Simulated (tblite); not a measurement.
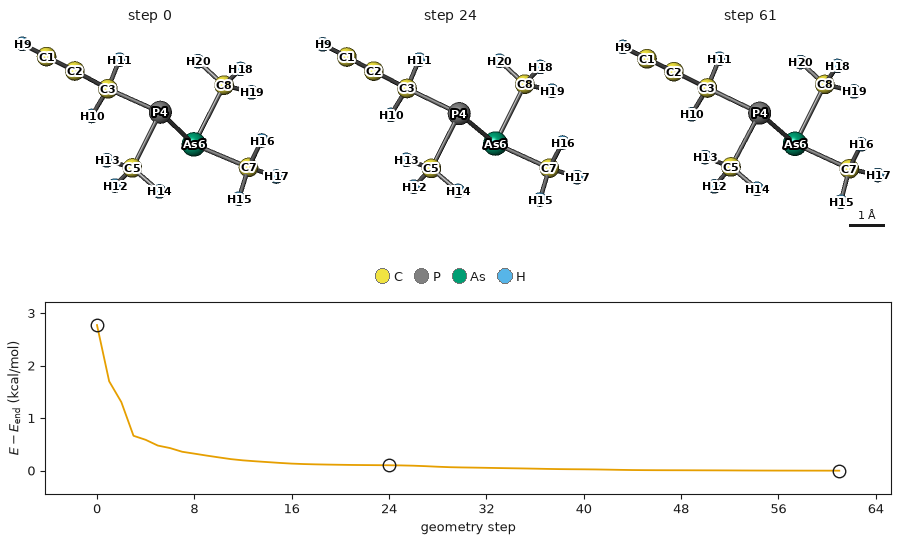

Frames of a relaxation of C$_{6}$H$_{12}$AsP, marked on the history of the run. Style: ball-and-stick. Shown at a tilt.

Method: GFN2-xTB geometry optimisation, gas phase (tblite). 

**Describe the path.**

After 61 geometry steps the energy has fallen by 2.77 kcal/mol. The largest move after the best rigid fit is that of H15, 0.16 Å. Largest moves by element: H 0.16 Å, C 0.07 Å, As 0.04 Å, P 0.04 Å. Near-neighbour distances that change, for instance: C8–H19 1.116 → 1.090 Å, C2–C3 1.463 → 1.440 Å, C5–H12 1.106 → 1.090 Å, C7–H15 1.101 → 1.089 Å. Bond angles that change, for instance: C5–P4–As6 94.3° → 98.7°. From step 0 to 24: H18 moves most (0.08 Å), energy −2.67 kcal/mol. From step 24 to 61: H15 moves most (0.12 Å), energy −0.10 kcal/mol.
